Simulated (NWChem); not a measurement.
**One shape, several levels: InH2 (SMILES [InH2])**

Aim: a comparison of 6 runs (UHF/STO-3G, UHF/3-21G, UHF/def2-SVP, UHF/def2-TZVP, UPBE0/def2-SVP, UMP2/def2-SVP) of InH2. 

Program for the calculation: NWChem 7.3.0.

**1. The system as given**

InH2 has 3 atoms, charge 0, and is taken as a doublet. SMILES: `[InH2]`. Geometry: relaxed at PBE0-D4/def2-TZVP.

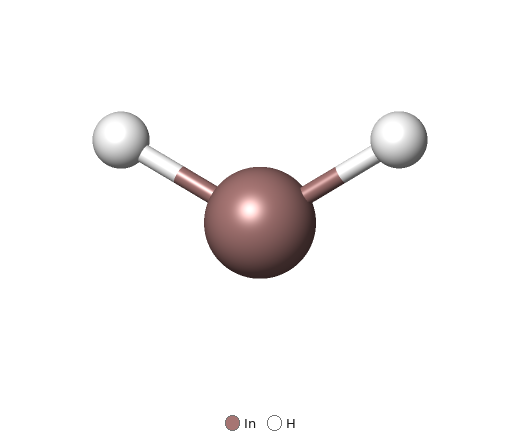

The structure, seen from a chosen angle (indium brown, hydrogen white).

**2. Energy and forces at UHF/STO-3G (run 1)**

job.nw reads:

```
start job
title "H2In gradient"
memory total 2200 mb

geometry units angstrom noautosym nocenter noautoz
  In       0.384600      -0.425400       0.149800
  H        0.691300       1.265400       0.521600
  H       -1.086900      -0.904800      -0.684700
end

basis spherical bse
  * library STO-3G
end

scf
  nopen 1
  uhf
  thresh 1e-08
  maxiter 80
  print low
end

task scf gradient
```

Command:

```bash
$ nwchem job.nw > job.out
```

Output:

```text
[...]
  functions       =    29
[...]
  wavefunction    = UHF
[...]
         Total SCF energy =  -5683.958471145868
      One electron energy =  -7933.051244824233
      Two electron energy =   2219.424014498217
 Nuclear repulsion energy =     29.668759180147
                       Sz =      0.5000
                 Sz(Sz+1) =      0.7500
                      S^2 =      0.7511
[...]
                         UHF ENERGY GRADIENTS
    atom               coordinates                        gradient
                 x          y          z           x          y          z
   1 In      0.726789  -0.803889   0.283081    0.022716  -0.023606   0.009026
   2 H       1.306368   2.391259   0.985681    0.009518   0.037274   0.009648
   3 H      -2.053943  -1.709824  -1.293895   -0.032234  -0.013668  -0.018674
 Task  times  cpu:        1.9s     wall:        1.9s
 Total times  cpu:        1.9s     wall:        1.9s
```

Wall time 2.5 s (1 thread of Intel Xeon 6975P-C (Granite Rapids), shared host); peak memory 0.094 GiB.

**3. Energy and forces at UHF/3-21G (run 2)**

h2in.nw reads:

```
start h2in
title "H2In"
memory stack 880 mb heap 220 mb global 1100 mb
geometry units au noautosym nocenter noautoz
   In  0.72678867 -0.80388949  0.28308097
   H   1.30636767  2.39125944  0.98568115
   H  -2.05394332 -1.70982420 -1.29389548
end
basis "ao basis" spherical bse
   In library 3-21G
   H library 3-21G
end
scf
   doublet
   uhf
   thresh 1e-08
   maxiter 80
end
task scf gradient
```

Command:

```bash
$ nwchem h2in.nw > h2in.out
```

Output:

```text
[...]
  functions       =    35
[...]
  wavefunction    = UHF
[...]
         Total SCF energy =  -5715.832339089499
      One electron energy =  -7953.527249650546
      Two electron energy =   2208.026153511102
 Nuclear repulsion energy =     29.668757049944
                       Sz =      0.5000
                 Sz(Sz+1) =      0.7500
                      S^2 =      0.7526
[...]
                         UHF ENERGY GRADIENTS
    atom               coordinates                        gradient
                 x          y          z           x          y          z
   1 In      0.726789  -0.803889   0.283081   -0.005431   0.005682  -0.002153
   2 H       1.306368   2.391259   0.985681   -0.000633  -0.006939  -0.001197
   3 H      -2.053943  -1.709824  -1.293895    0.006064   0.001257   0.003350
[...]
```

It took 2 s on 1 thread of Intel Xeon 6975P-C (Granite Rapids), shared host; peak memory 0.096 GiB.

Runs 3 to 5 aren't shown in full; the table further down has their settings and results.

**4. Energy and forces at UMP2/def2-SVP (core potential) (run 6)**

sp.nw reads:

```
start sp
title "H2In"
memory total 2200 mb

geometry noautosym nocenter noautoz
  In       0.384600      -0.425400       0.149800
  H        0.691300       1.265400       0.521600
  H       -1.086900      -0.904800      -0.684700
end

basis spherical bse
  * library def2-SVP
end

ecp bse
  In library def2-SVP
end

scf
  doublet
  uhf
  thresh 1e-08
  maxiter 80
end

mp2
  freeze core 4
  tight
end

task mp2 gradient
```

Command:

```bash
$ nwchem sp.nw > sp.out
```

Output:

```text
[...]
  functions       =    36
[...]
  wavefunction    = UHF
[...]
         Total SCF energy =   -190.318193690746
      One electron energy =   -361.262127500636
      Two electron energy =    158.129737916279
 Nuclear repulsion energy =     12.814195893610
                       Sz =      0.5000
                 Sz(Sz+1) =      0.7500
                      S^2 =      0.7568
[...]
          Total MP2 energy          -190.397163298758
[...]
                         mp2 ENERGY GRADIENTS
    atom               coordinates                        gradient
                 x          y          z           x          y          z
   1 In      0.726789  -0.803889   0.283081    0.001242  -0.001263   0.000497
   2 H       1.306368   2.391259   0.985681    0.000522   0.002017   0.000526
   3 H      -2.053943  -1.709824  -1.293895   -0.001764  -0.000755  -0.001023
[...]
```

It took 7.5 s on 1 thread of Intel Xeon 6975P-C (Granite Rapids), shared host; peak memory 0.1 GiB.

**5. All runs side by side**

```tsv
run	level	core potential	iteration cap	energy (Eh)	⟨S²⟩	largest force (eV/Å)	wall time
1	UHF/STO-3G	–	80	-5683.958471	0.751	2.040	2.5 s
2	UHF/3-21G	–	80	-5715.832339	0.753	0.419	2 s
3	UHF/def2-SVP (core potential)	def2-SVP	80	-190.318194	0.757	0.077	3.6 s
4	UHF/def2-TZVP (core potential)	def2-TZVP	80	-190.325441	0.758	0.033	10 s
5	UPBE0/def2-SVP (core potential)	def2-SVP	100	-191.261413	0.753	0.106	11 s
6	UMP2/def2-SVP (core potential)	def2-SVP	80	-190.397163	0.757	0.112	7.5 s
```

**6. What came out**

| quantity | value |
| --- | --- |
| run 6: total energy | -190.39716 Eh |
| run 6: dipole moment (of the density that the program reports) | 0.45 D |
| run 6: HOMO energy (Hartree–Fock orbitals) (highest over α and β) | -7.70 eV |
| run 6: LUMO energy (Hartree–Fock orbitals) (lowest over α and β) | 0.35 eV |
| run 6: correlation energy (4 core orbitals frozen) | -79.0 mEh |
| run 6: ⟨S²⟩ of the reference determinant | 0.757 |
| run 6: largest force on an atom | 0.112 eV/Å |

Over runs 2, 4, 5, 6 the dipole moment (its size) runs from 0.34 D (UPBE0/def2-SVP) to 0.69 D (UHF/3-21G). The two ends differ in method and basis and core potential. Some runs of one species differ in core potentials or relativity; totals across that change don't compare. In run 1 the basis is minimal, so the values are rough. In runs 1, 2 relativity is left out where basis or elements ask for it. All runs together took 37 s, the longest 11 s.
